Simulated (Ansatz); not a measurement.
# Rh(111) film of 2 layers: electron–phonon coupling and resistivity, part 2 of 4

Question: is the lattice of Rh(111) film of 2 layers stable, and if so, what are its coupling constant and resistivity?

Ansatz 0.2.0; DFT PBEsol, scalar-relativistic, plane waves, PAW; PAW set soft_1.

So far. Step 3 (Relaxation): Little changed from the start: no atom moved by 0.005 Å and no cell edge by 0.1 %.

**4. Tight relaxation**

Residual forces and stress shift phonon frequencies, so the cell is relaxed again, with tight thresholds and the mesh and smearing of this input.

File input.yaml:

```yaml
crystal:
  lattice:
    - [2.599342421, -2.7926e-06, 0.0]
    - [-1.2996687921, 2.251097966, 0.0]
    - [0.0, 0.0, 28.1878614963]
  atoms:
    - { symbol: Rh, position: [0.0, 0.0, 0.1957726063] }
    - { symbol: Rh, position: [0.3333333333, 0.6666666667, 0.27229873] }
  periodic: [true, true, false]
kpoints:
  mp_grid: { grid: [15, 15, 1] }
hamiltonian:
  xc: pbesol
  pseudopotentials: { kind: paw, azcp: { folder: soft_1 }, xc_functional: pbe }
scf:
  occupations: { method: methfessel_paxton, width: 0.2 }
output:
  forces: true
  stress: true
  eigenvalues: true
  write_density: true
  write_potential: true
  elf: true
  volumetric_format: npy
relax:
  adjacent_minimum: "off"
  f_tol: 0.001
  max_steps: 60
  cell: { stress_2d_tol: 0.002 }
```

Run with:

```sh
> ansatz run input.yaml --threads 4 --pin off --max-ram 20480MiB --backend cpu --events-out ev --progress --plain --runs-dir out
```

Numbers of over 12 decimals in the logs are rounded to 6 here.

Log:

```text
[the first part of the log is left out]
  E_vxc        = -503.250509  (∫ρ·V_xc dr)
  E_paw        = -7081.477895  (= ΣΔE_a)
  E_vpaw       = -581.057660  (= ΣTr[D̂ρ^β])
  E_aug_tail   = 0.000148  (compensation charges beyond the density's cutoff)
  E_ewald      = 46603.909014
  E_core_change = 0.552401  (= ΣΔE_core)
  E_smearing   = 0.003781  (= −TS)
  E_closure    = -0.000000  (closes the sum)
  Σ components = -12675.804434   (vs F -12675.804434, Δ=0.00e0)
--- Forces (eV/Å), atoms counted from 1 ---
  atom   1  Rh    -0.00000000    -0.00000000     0.00003139
  atom   2  Rh     0.00000000     0.00000000    -0.00003139
  max |Σ_I F_I| component: 1.16e-18 eV/Å
--- 2D stress c σ (N/m, compression-positive) ---
       -0.000186       0.000000       0.000000
        0.000000      -0.000186      -0.000000
        0.000000      -0.000000      -0.000000
  P = ½ c Tr σ = -0.0002 N/m
--- Band table (eV; the first three rows and the last of 27) ---
[...]
° read free of the cell's end (the report's vacuum.weakly_bound_levels)
--- Relaxed structure (3 steps of the walk, 3 accepted, 1 SCFs on fresh bases) ---
[...]
cell:  # Å, volume = 164.8588 Å³
    - [2.598721, -2.791896743857161e-6, 0]
    - [-1.299358, 2.250560, 0]
    - [0, 0, 28.1878614963]
  atoms:
    - { symbol: Rh, position: [9.25185853962002e-18, -5.0885221963063406e-17, 0.195757] }
    - { symbol: Rh, position: [0.333333, 0.666667, 0.272314] }
```

Wall time 9.3 s (4 threads of Arm Neoverse V2, shared host); peak memory 0.5 GiB; 35 s of CPU time.

Little changed from the start: no atom moved by 0.005 Å and no cell edge by 0.1 %.

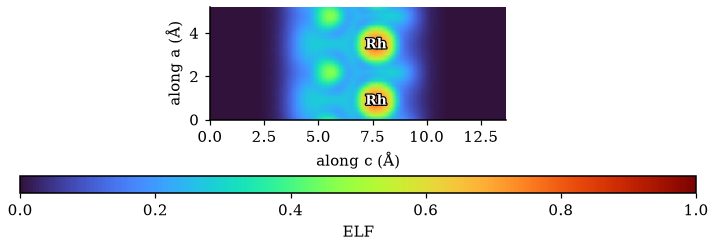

ELF in the ca plane at fractional y = 0.667, with atoms of Rh within 0.2 Å of it. It is the smooth field of the valence electrons, not physical close to the nuclei. The far vacuum is left out of the map.

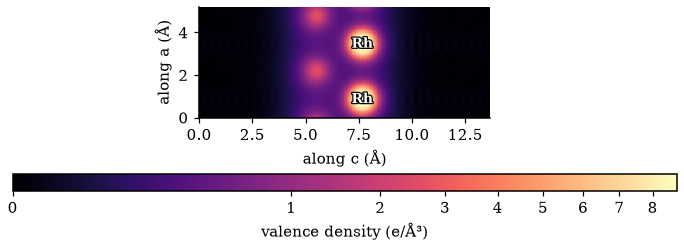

Valence density in the ca plane at fractional y = 0.667, with atoms of Rh within 0.2 Å of it. It is the smooth field of the valence electrons, not physical close to the nuclei. The colour scale is stretched toward low values. The far vacuum is left out of the map.

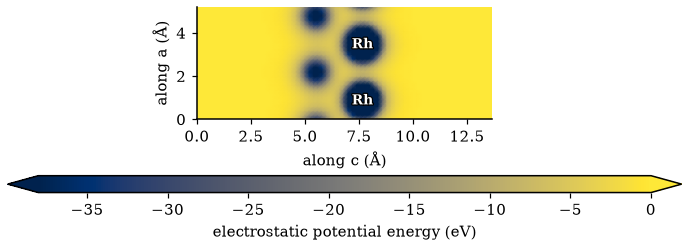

Electrostatic potential energy in the ca plane at fractional y = 0.667, with atoms of Rh within 0.2 Å of it. With pseudopotentials it is smooth inside the atoms' cores, unlike the true potential. The far vacuum is left out of the map.

**5. Phonons: q 2×2×1, k 8×8×1**

Before any scattering is computed, the phonons show whether the structure is a minimum.

input.yaml, the sections that differ from step 4:

```yaml
crystal:
  lattice:
    - [2.5987214349, -2.7919e-06, 0.0]
    - [-1.2993582996, 2.2505601759, 0.0]
    - [0.0, 0.0, 28.1878614963]
  atoms:
    - { symbol: Rh, position: [0.0, 0.0, 0.1957573961] }
    - { symbol: Rh, position: [0.3333333333, 0.6666666667, 0.2723139402] }
  periodic: [true, true, false]
kpoints:
  mp_grid: { grid: [8, 8, 1] }
output:
  eigenvalues: true
phonons:
  method: dfpt
  qmesh: [2, 2, 1]
  temperatures: { t_max: 1000, t_step: 50 }
  qpath:
    path:
      - [0.0, 0.0, 0.0]
      - [0.5, 0.0, 0.0]
      - [0.33333333, 0.33333333, 0.0]
      - [0.0, 0.0, 0.0]
    npoints: 10
# hamiltonian, scf: as in step 4
# relax: removed
```

Log:

```text
Warning: crystal.symmetry: narrowed to the stabiliser of the run's FFT grids — unitary ops 12 → 6. A phonons.method: dfpt run fills in the rows of the dynamical matrix that it does not solve by its symmetry operations, which is exact only for operations that map its FFT grids onto themselves: filled in by any other, the frequencies could depend on the order in which like atoms are typed, or, by more than the grids' own error, on where the crystal sits among the grids' points. Excluded: 6 operations. The run can therefore solve more perturbations, solve them on more k-points, or both, and cost more. [rest of the remark cut]
[...]
Crystal: 2 atoms, lattice volume = 164.859 Å³
Basis set: ecut = 420 eV, 3305 PW (Γ), exchange–correlation on 36×36×384 points (8 copies of the dense FFT grid, shifted against one another)
Bands: 21, of which v1, the nominal top of the filled ones, is band 17 counted from 1 (16 counted from 0)
Symmetry: 12 space group operations
k-points: 10 of 64 (irreducible under 6 space group operations, time reversal used)
[...]
SCF iter   1: F=—  HF=-12676.749790 eV  |F-HF|=—  |Δ(HF+E_count)|=         —  Δρ=4.36e-2  dr2=3.32e0  ethr=3.10e-3  ⟨swp⟩=13.2  Hψ=3852  notcnv=0  defer=5
automatic band count: the SCF goes on with 25 bands, as 21 were too few: the levels above may hold too much charge
[...]
SCF iter   2: F=—  HF=-12676.697202 eV  |F-HF|=—  |Δ(HF+E_count)|=   5.26e-2  S|Δr|=    0.00e0  Δρ=4.08e-2  dr2=3.37e0  ethr=3.10e-3  ⟨swp⟩=4.0  Hψ=803  notcnv=0  defer=19
[...]
SCF iter  12: F=-12675.765029 eV  HF=-12675.765029 eV  |F-HF|=5.46e-12  |Δ(HF+E_count)|=  2.40e-10  S|Δr|=    0.00e0  Δρ=3.73e-8  dr2=3.66e-12  ethr=1.00e-12  ⟨swp⟩=23.6  Hψ=2317  notcnv=0
SCF 1 converged in 12 iterations: F = -12675.765029 eV  dr2 = 3.66e-12
[...]
NSCF: frozen V_eff on 10 k-points
[...]
DFPT response loops at q = (0, 0, 0) (fractional): preconditioner auto → none (partly filled bands, converged f_vac=0.776); β = 0.50; Broyden in place of MSR1
[...]
SCF converged after 12 iterations
Stability not checked: this state was not tested for a lower state beside it, because cold or Methfessel-Paxton smearing, or corrected tetrahedra, fill the levels in a way that the test cannot read (fill_not_monotonic; see scf.lower_state_search)
Free energy (F): -12675.765029 eV
[...]
Internal energy: -12675.764141 eV  (E = F + TS)
E sigma→0 (E₀):  -12675.764807 eV
Entropy (-TS):   -0.000887 eV (-0.444 meV/atom)
Fermi energy:    -5.167232 eV
[...]
--- Band table (eV; the first three rows and the last of 10) ---
  k-point 0: bands = [... 13 lower, -7.8969, -7.8969, -6.3713, -5.7655, -5.7655, -4.7422, -4.7422, -4.2888, ... 4 higher]
  k-point 1: bands = [... 13 lower, -7.6426, -7.4829, -6.9995, -6.1535, -5.9355, -5.0281, -4.7309, -2.4801, ... 4 higher]
  k-point 2: bands = [... 13 lower, -7.4078, -6.9000, -6.5419, -6.3572, -5.7979, -4.7594, -3.8463, -0.3731, ... 4 higher]
  k-point 9: bands = [... 13 lower, -7.4430, -7.3486, -5.9829, -5.2148, -4.9604, 1.6301, 2.4206, 4.1766, ... 4 higher]
  ° read free of the cell's end (the report's vacuum.weakly_bound_levels)
--- Phonons (Γ-DFPT): 4 representative perturbations + reference (Σ response iterations 23) ---
  ASR residual: 8.162e-5 → 0.000e0 eV/Å²; symmetrization residual: 1.322e-5 eV/Å²
  The last average, over the group as it would stand without the narrowing to the FFT grids, took up to 4.441e-16 eV/Å² of the zone centre's force constants
  ASR residual per site (eV/Å²): 8.16e-5 8.13e-5
  Γ frequencies (cm⁻¹): 0.00 0.00 0.00 109.44 109.44 215.63
--- Phonons (arbitrary-q DFPT): 2 irreducible q on the 2×2×1 mesh ---
  q = [0.0000, 0.0000, 0.0000] (star 1, of the zone-centre solve; hermiticity 1.65e-6, symmetrization 7.51e-7, taken by the last average 5.05e-17): -0.00 0.00 0.00 109.44 109.44 215.63
  q = [0.0000, -0.5000, 0.0000] (star 3, 6 solved perturbations in 178 linear systems a pass and spin channel, the states on 34 of 64 k-point pairs; hermiticity 1.01e-6, symmetrization 5.04e-7, taken by the last average 2.26e-7): 65.12 120.95 144.51 145.77 230.61 242.28
  sum rule: each row above includes the acoustic sum rule's correction from the zone centre's row sums; it moved no ω² by more than (0.46 cm⁻¹)²
  mesh force constants: q→R imaginary residual 1.27e-17; ASR residual 8.162e-5 → 0.000e0 eV/Å²; symmetrization residual 5.329e-15 eV/Å²
  interpolated dispersion: 31 rows × 6 modes
  density of states and harmonic sums: on the 28×28×1 q-mesh, interpolated from the force constants of a 2×2×1 supercell (no non-analytic term)
  largest difference from the sums on the solved wave vectors: F 1.05e-1 eV, S 1.46e-4 and C_V 4.12e-5 eV/K
  zero-point energy: 0.053106 eV/cell   skipped modes (ω ≤ 0): 26, of them read as no rigid motion or as one in doubt: 23 (2.679e-1 modes/cell left out, lowest -21.39 cm⁻¹)   left out of the sums: 4.53e-2 of the cell's modes: C_V's classical limit lies that fraction below 3 k_B per atom; for a crystal, a wire or a layer, F and S can be off by more, and a phonons.interpolated_qmesh denser along its periods is the remedy for the sampling
```

Elapsed: 30 s, on 4 threads; peak memory 0.75 GiB; 1.9 min of CPU time.

This step gave:

| Quantity | Value |
| --- | --- |
| share of imaginary modes in the plain interpolation between solved wavevectors | 0.0454 |
| highest frequency, solved or plainly interpolated | 242.3 cm⁻¹ |

Solved on the 2×2×1 mesh alone; all other wavevectors are interpolated. The phonon branches at the labelled points (cm⁻¹):

```
point  branch 1  branch 2  branch 3  branch 4  branch 5  branch 6
    Γ         0         0         0       109       109       216
    M        65       121       144       146       231       242
    K        86        86       199       209       209       210
    Γ         0         0         0       109       109       216
```

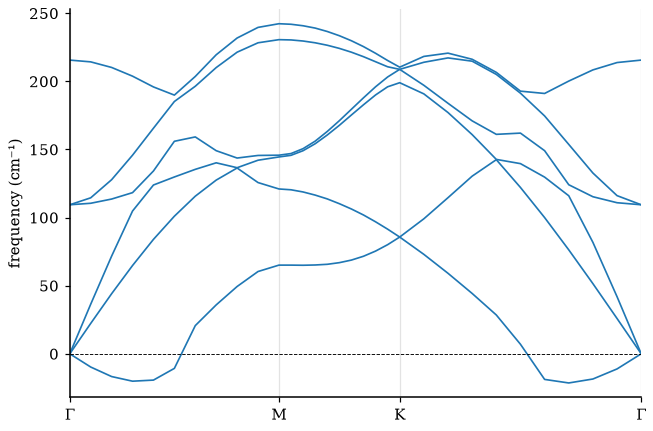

Phonon branches along the path.

Lowest modes at the softest wavevector of the mesh. Modes at q = (0.500, 0.500, 0.000):

```
mode  frequency (cm⁻¹)
   1              65.1
   2             121.0
   3             144.5
   4             145.8
   5             230.6
   6             242.3
```

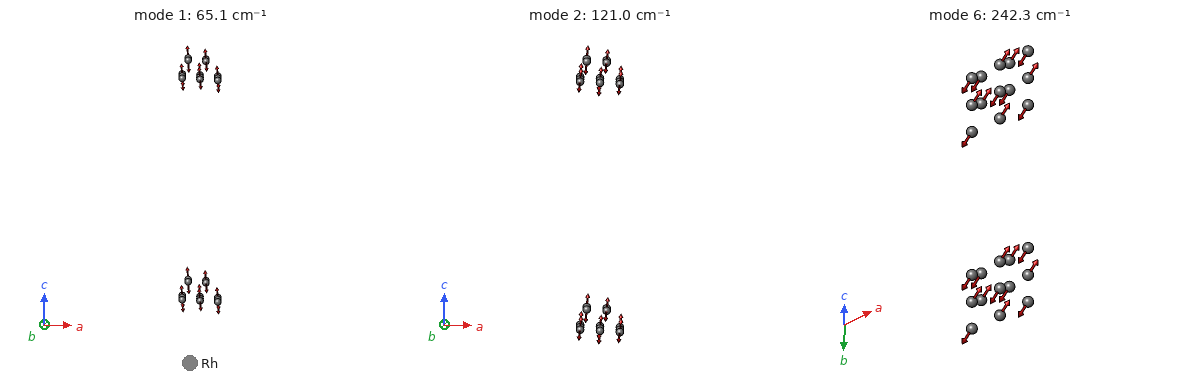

Displacement patterns of modes 1, 2 and 6 at q = (0.500, 0.500, 0.000); arrows are exaggerated. 2×2×2 cells are drawn. Some periodic images of atoms are drawn too.

Among the solved wavevectors the lowest mode, translations apart, is 65.1 cm⁻¹, so these are real on this k mesh.

**6. Lattice stability: q 3×3×1, k 9×9×1**

The interpolated branches dip below zero between the solved wavevectors, so the phonons are repeated with another q and k mesh.

input.yaml, as its differences from that of step 5:

```diff
@@ -10,3 +10,3 @@
 kpoints:
-  mp_grid: { grid: [8, 8, 1] }
+  mp_grid: { grid: [9, 9, 1] }
 hamiltonian:
@@ -20,3 +20,3 @@
   method: dfpt
-  qmesh: [2, 2, 1]
+  qmesh: [3, 3, 1]
   temperatures: { t_max: 1000, t_step: 50 }
```

Log:

```text
[...]
Crystal: 2 atoms, lattice volume = 164.859 Å³
Basis set: ecut = 420 eV, 3305 PW (Γ), exchange–correlation on 36×36×384 points (8 copies of the dense FFT grid, shifted against one another)
Bands: 21, of which v1, the nominal top of the filled ones, is band 17 counted from 1 (16 counted from 0)
Symmetry: 12 space group operations
k-points: 12 of 81 (irreducible under 6 space group operations, time reversal used)
[...]
SCF iter   1: F=—  HF=-12676.807621 eV  |F-HF|=—  |Δ(HF+E_count)|=         —  Δρ=4.35e-2  dr2=3.28e0  ethr=3.10e-3  ⟨swp⟩=12.9  Hψ=4568  notcnv=0  defer=5
[...]
SCF iter  12: F=-12675.790156 eV  HF=-12675.790156 eV  |F-HF|=3.64e-12  |Δ(HF+E_count)|=  3.06e-10  S|Δr|=    0.00e0  Δρ=4.17e-8  dr2=3.50e-12  ethr=1.00e-12  ⟨swp⟩=25.2  Hψ=2859  notcnv=0
SCF 1 converged in 12 iterations: F = -12675.790156 eV  dr2 = 3.50e-12
[...]
SCF converged after 12 iterations
[...]
Free energy (F): -12675.790156 eV
[...]
Internal energy: -12675.794429 eV  (E = F + TS)
E sigma→0 (E₀):  -12675.791224 eV
Entropy (-TS):   0.004274 eV (2.137 meV/atom)
Fermi energy:    -5.255707 eV
[...]
--- Band table (eV; the first three rows and the last of 12) ---
  k-point 0: bands = [... 13 lower, -7.9446, -7.9446, -6.3987, -5.8221, -5.8221, -4.8002, -4.8002, -4.3090, ... 4 higher]
  k-point 1: bands = [... 13 lower, -7.7832, -7.6146, -6.9482, -6.0693, -5.9628, -5.1776, -4.7893, -2.7414, ... 4 higher]
  k-point 2: bands = [... 13 lower, -7.5520, -7.0179, -6.7197, -6.6228, -6.0073, -4.8080, -4.1789, -0.8807, ... 4 higher]
  k-point 11: bands = [... 13 lower, -7.9926, -7.8153, -6.1851, -5.1965, -5.1965, 3.1264, 3.2601, 3.2601, ... 4 higher]
  ° read free of the cell's end (the report's vacuum.weakly_bound_levels)
  °? not known for the slab's own: over its row's bound_up_to_ev there, or no deeper under its free states than its continued_xc_part_ev in size
[...]
ASR residual: 2.800e-5 → 0.000e0 eV/Å²; symmetrization residual: 1.948e-5 eV/Å²
[...]
ASR residual per site (eV/Å²): 2.80e-5 2.76e-5
  Γ frequencies (cm⁻¹): 0.00 0.00 0.00 116.43 116.43 222.28
--- Phonons (arbitrary-q DFPT): 3 irreducible q on the 3×3×1 mesh ---
[...]
interpolated dispersion: 31 rows × 6 modes
[...]
zero-point energy: 0.061503 eV/cell   skipped modes (ω ≤ 0): 3   left out of the sums: 6.86e-4 of the cell's modes: C_V's classical limit lies that fraction below 3 k_B per atom; for a crystal, a wire or a layer, F and S can be off by more, and a phonons.interpolated_qmesh denser along its periods is the remedy for the sampling
```

Elapsed: 72 s, on 4 threads; peak memory 1 GiB; 4.6 min of CPU time.

Numbers from this step:

```yaml
zero_point_energy: 0.06150 eV/cell
share_of_imaginary_modes_in_the_plain_interpolation_between_solved_wavevectors: 0
highest_frequency_solved_or_plainly_interpolated: 255.5 cm⁻¹
```

Solved on the 3×3×1 mesh alone; all other wavevectors are interpolated. Phonon branches along the path, in cm⁻¹:

```
point  branch 1  branch 2  branch 3  branch 4  branch 5  branch 6
    Γ         0         0         0       116       116       222
    M       116       136       157       176       246       256
    K       156       156       183       212       212       227
    Γ         0         0         0       116       116       222
```

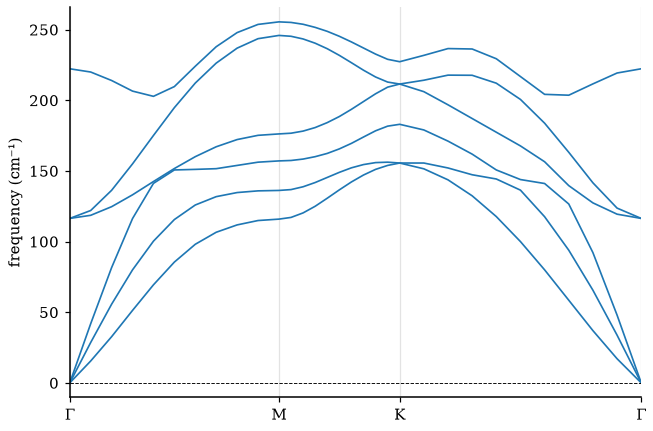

Phonon branches along the path.

Lowest modes at the softest wavevector of the mesh. Modes at q = (-0.333, 0.000, 0.000):

```
mode  frequency (cm⁻¹)
   1             104.2
   2             130.3
   3             151.2
   4             165.0
   5             222.0
   6             233.6
```

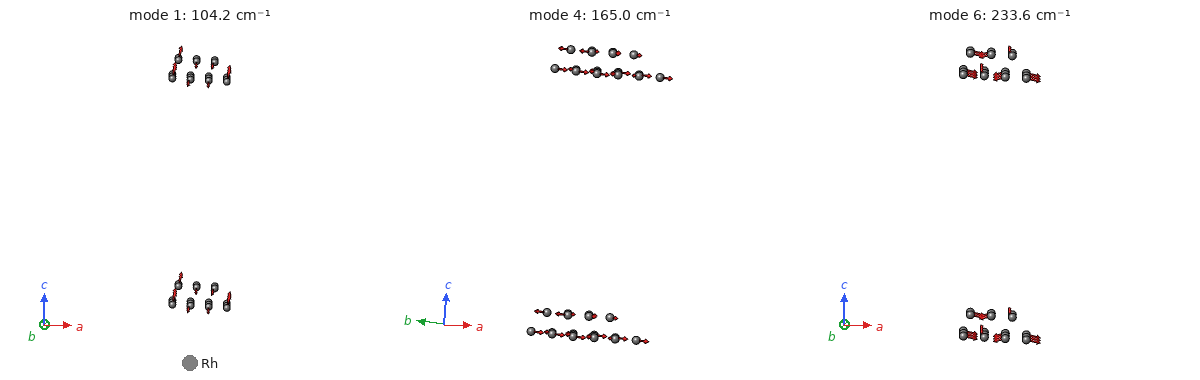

Displacement patterns of modes 1, 4 and 6 at q = (-0.333, 0.000, 0.000); arrows are exaggerated. 3×2×2 cells are drawn. Some periodic images of atoms are drawn too.

Among the solved wavevectors the lowest mode, translations apart, is 104 cm⁻¹, so these are real on this k mesh.

(Part 2 of 4 ends here.)

[Logs are printed without paths, hosts, clocks, repeated set-up lines and the standing remarks that a program may print on its own settings, such as how far it seeks lower states.]

[Hosts, paths, dates, database ids (printed as entryN), source tags and the programs' standing remarks are cut or masked in the printed files.]
